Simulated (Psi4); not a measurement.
**UHF/STO-3G run of CH2F3Si (SMILES [CH2][Si](F)(F)F)**

Aim: the vertical ionisation energy of CH2F3Si at UHF/STO-3G, from 2 runs. Input form: a Python script.

The calculation is run with Psi4 1.11.

**1. The system as given**

The species is CH2F3Si (7 atoms), meant as a doublet with charge 0. SMILES: `[CH2][Si](F)(F)F`. Geometry: relaxed at PBE0-D4/def2-TZVP.

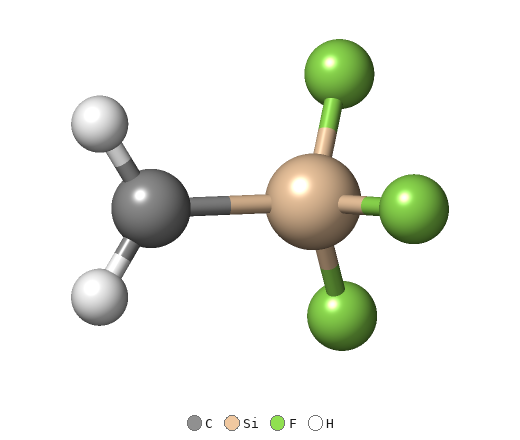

The structure, seen from a chosen angle (carbon grey, silicon light orange, fluorine green, hydrogen white).

**2. Energy and forces at UHF/STO-3G**

Input file ch2f3si.xyz:

```xyz
7
CH2F3Si
C     -0.691800     0.401700     0.763500
Si     0.442900    -0.260900    -0.483500
F      0.009400     0.178500    -1.934200
F      0.495400    -1.838000    -0.481100
F      1.916900     0.241300    -0.236600
H     -1.731100     0.616200     0.542200
H     -0.380400     0.593100     1.784100
```

Input file calc.py:

```python
import psi4

psi4.set_memory('2200 MB')
psi4.set_num_threads(1)
psi4.set_output_file('output.dat', False)

with open('ch2f3si.xyz') as f:
    atoms = ''.join(f.readlines()[2:])
m = psi4.geometry('0 2\n' + atoms + 'symmetry c1')

psi4.set_options({
    'reference': 'uhf',
    'puream': True,
    'e_convergence': 1e-09,
    'd_convergence': 1e-08,
    'scf_type': 'pk',
    'maxiter': 100,
})

e_tot, wfn = psi4.gradient("scf/STO-3G", molecule=m, return_wfn=True)
psi4.oeprop(wfn, "MULLIKEN_CHARGES", "DIPOLE", "MAYER_INDICES")
print('gradient / Eh bohr^-1')
print(e_tot.np.round(6))
print(f'energy = {wfn.energy():.10f} Eh')
for k, v in sorted(psi4.core.scalar_variables().items()):
    print(f'{k:45s} {v:18.10f}')
```

On the command line:

```sh
$ python calc.py
```

output.dat, shortened:

```text
[...]
  Running in c1 symmetry.
[...]
  Nuclear repulsion =  252.903389313826551
[...]
  Multiplicity = 2
[...]
  Nalpha       = 25
  Nbeta        = 24
[...]
    Number of basis functions: 31
[...]
   @UHF iter   1:  -618.19444554116706   -2.48012e+00   1.14047e-02 ADIIS/DIIS
[...]
   @UHF iter  12:  -618.31600856273735   -2.04636e-12   8.15639e-09 DIIS
[...]
   @S^2 Observed:                7.648908466E-01
[...]
    Orbital Energies [Eh]
    ---------------------
    Alpha Occupied:
       1A    -68.110574     2A    -25.840163     3A    -25.839969
       4A    -25.839346     5A    -10.989267     6A     -6.086390
       7A     -4.113502     8A     -4.113366     9A     -4.111093
      10A     -1.488696    11A     -1.450180    12A     -1.449686
      13A     -0.926032    14A     -0.650739    15A     -0.569348
      16A     -0.556922    17A     -0.544325    18A     -0.521553
      19A     -0.454304    20A     -0.452355    21A     -0.441671
      22A     -0.427028    23A     -0.426648    24A     -0.407647
      25A     -0.371681
    Alpha Virtual:
[...]
  @UHF Final Energy:  -618.31600856273735
   => Energetics <=
    Nuclear Repulsion Energy =            252.9033893138265512
    One-Electron Energy =               -1370.6483958360277029
    Two-Electron Energy =                 499.4289979594636861
    Total Energy =                       -618.3160085627373519
  UHF NO Occupations:
  HONO-2 :   23  A 1.9984364
  HONO-1 :   24  A 1.9956919
[...]
  -Total Gradient:
     Atom            X                  Y                   Z
    ------   -----------------  -----------------  -----------------
       1        0.006154879147    -0.002793194682    -0.006934671434
       2        0.006672658826    -0.002783627701    -0.007485901863
       3        0.003377003346    -0.004649239799     0.015165052808
       4       -0.000126434349     0.015069907271    -0.000345215591
       5       -0.015154365287    -0.005343341019    -0.001468333368
       6       -0.003769079998     0.000306302269    -0.002508502063
       7        0.002845338313     0.000193193661     0.003577571511
[...]
 Multipole Moments:
 ------------------------------------------------------------------------------------
     Multipole            Electronic (a.u.)      Nuclear  (a.u.)        Total (a.u.)
 ------------------------------------------------------------------------------------
 L = 1.  Multiply by 2.5417464519 to convert [e a0] to [Debye]
 Dipole X            :          3.4401579           -3.8020410           -0.3618831
 Dipole Y            :         -1.9929446            2.1999371            0.2069925
 Dipole Z            :         -3.7804885            4.1778927            0.3974043
 Magnitude           :                                                    0.5759648
[...]
  Mulliken Charges: (a.u.)
   Center  Symbol    Alpha    Beta     Spin     Total
       1     C     3.79242  2.54662  1.24580 -0.33904
       2    SI     6.31725  6.39660 -0.07935  1.28615
       3     F     4.67673  4.67763 -0.00090 -0.35436
       4     F     4.68427  4.66985  0.01442 -0.35411
       5     F     4.67739  4.67696  0.00044 -0.35435
       6     H     0.42592  0.51614 -0.09022  0.05794
       7     H     0.42602  0.51622 -0.09019  0.05776
   Total alpha = 25.00000, Total beta = 24.00000, Total charge = -0.00000
  Mayer Bond Indices:
[...]
```

Standard output:

```text
gradient / Eh bohr^-1
[[ 0.006155 -0.002793 -0.006935]
 [ 0.006673 -0.002784 -0.007486]
 [ 0.003377 -0.004649  0.015165]
 [-0.000126  0.01507  -0.000345]
 [-0.015154 -0.005343 -0.001468]
 [-0.003769  0.000306 -0.002509]
 [ 0.002845  0.000193  0.003578]]
energy = -618.3160085627 Eh
CURRENT ENERGY                                   -618.3160085627
CURRENT REFERENCE ENERGY                         -618.3160085627
DD SOLVATION ENERGY                                 0.0000000000
HF KINETIC ENERGY                                 612.2997549905
HF POTENTIAL ENERGY                             -1230.6157635533
HF TOTAL ENERGY                                  -618.3160085627
HF VIRIAL RATIO                                     2.0098256671
NUCLEAR REPULSION ENERGY                          252.9033893138
ONE-ELECTRON ENERGY                             -1370.6483958360
PCM POLARIZATION ENERGY                             0.0000000000
PE ENERGY                                           0.0000000000
SCF ITERATION ENERGY                             -618.3160085627
SCF ITERATIONS                                     12.0000000000
SCF TOTAL ENERGY                                 -618.3160085627
TWO-ELECTRON ENERGY                               499.4289979595
```

It took 1.6 s on 1 thread of Intel Xeon 6975P-C (Granite Rapids), shared host; peak memory 0.18 GiB.

**3. The singlet cation: the energy at HF/STO-3G**

ch2f3si.xyz is that of step 2.

Input file job.py:

```python
import psi4

psi4.set_memory(2200000000)
psi4.set_num_threads(1)
psi4.set_output_file('run.log', False)

with open('ch2f3si.xyz') as f:
    atoms = ''.join(f.readlines()[2:])
mol = psi4.geometry('1 1\n' + atoms + 'symmetry c1')

psi4.set_options({
    'basis': 'STO-3G',
    'puream': True,
    'e_convergence': 1e-09,
    'd_convergence': 1e-08,
    'scf_type': 'pk',
})

result, w = psi4.energy("scf", molecule=mol, return_wfn=True)
psi4.oeprop(w, "WIBERG_LOWDIN_INDICES", "DIPOLE", "QUADRUPOLE")
print(f'scf energy: {result:.10f} Eh')
```

On the command line:

```sh
$ python job.py
```

run.log, shortened:

```text
[...]
  Running in c1 symmetry.
[...]
  Nuclear repulsion =  252.903389313826551
[...]
  Multiplicity = 1
[...]
  Nalpha       = 24
  Nbeta        = 24
[...]
    Number of basis functions: 31
[...]
   @RHF iter   1:  -617.78367295823705   -2.06935e+00   1.61346e-02 DIIS/ADIIS
[...]
   @RHF iter  13:  -618.01359547727395   -3.41061e-13   2.99263e-09 DIIS
[...]
    Orbital Energies [Eh]
    ---------------------
    Doubly Occupied:
       1A    -68.389315     2A    -26.109890     3A    -26.097089
       4A    -26.095862     5A    -11.507601     6A     -6.363081
       7A     -4.389712     8A     -4.389284     9A     -4.389240
      10A     -1.719858    11A     -1.682021    12A     -1.678058
      13A     -1.260251    14A     -0.953833    15A     -0.944144
      16A     -0.818752    17A     -0.766031    18A     -0.762694
      19A     -0.683203    20A     -0.677968    21A     -0.677025
      22A     -0.669502    23A     -0.650404    24A     -0.649902
[...]
  @RHF Final Energy:  -618.01359547727395
   => Energetics <=
    Nuclear Repulsion Energy =            252.9033893138265512
    One-Electron Energy =               -1357.1845331293993695
    Two-Electron Energy =                 486.2675483382988091
    Total Energy =                       -618.0135954772738387
[...]
 Multipole Moments:
 ------------------------------------------------------------------------------------
     Multipole            Electronic (a.u.)      Nuclear  (a.u.)        Total (a.u.)
 ------------------------------------------------------------------------------------
 L = 1.  Multiply by 2.5417464519 to convert [e a0] to [Debye]
 Dipole X            :          1.6376513           -3.8020410           -2.1643897
 Dipole Y            :         -0.9835496            2.1999371            1.2163875
 Dipole Z            :         -1.7928416            4.1778927            2.3850511
 Magnitude           :                                                    3.4427678
 L = 2.  Multiply by 1.3450342976 to convert [e a0^2] to [Debye ang]
 Quadrupole XX       :       -139.3713051          123.1379754          -16.2333297
 Quadrupole XY       :          7.6768736          -10.5922530           -2.9153794
[...]
```

On the terminal:

```text
scf energy: -618.0135954773 Eh
```

Wall time 1.5 s (1 thread of Intel Xeon 6975P-C (Granite Rapids), shared host); peak memory 0.18 GiB.

**4. Summary of results**

Level: UHF/STO-3G.

| quantity | value |
| --- | --- |
| doublet CH2F3Si: total energy | -618.31601 Eh |
| doublet CH2F3Si: dipole moment | 1.46 D |
| doublet CH2F3Si: HOMO energy (highest over α and β) | -10.11 eV |
| doublet CH2F3Si: LUMO energy (lowest over α and β) | 7.42 eV |
| doublet CH2F3Si: ⟨S²⟩ | 0.765 |
| doublet CH2F3Si: largest force on an atom | 0.834 eV/Å |
| singlet cation: total energy | -618.01360 Eh |
| singlet cation: HOMO energy | -17.68 eV |
| singlet cation: LUMO energy | -6.29 eV |
| singlet cation: HOMO–LUMO gap | 11.40 eV |
| vertical ionisation energy (to the singlet cation) | 8.229 eV |

**Reading.** Removing an electron at fixed nuclei costs 8.23 eV (190 kcal/mol). The largest force (doublet CH2F3Si) is 0.83 eV/Å: the shape isn't a stationary point for this species at this level. Only the singlet of the ionised species was computed; a triplet could lie lower. In a minimal basis such a difference can be off by several eV, whatever the method.
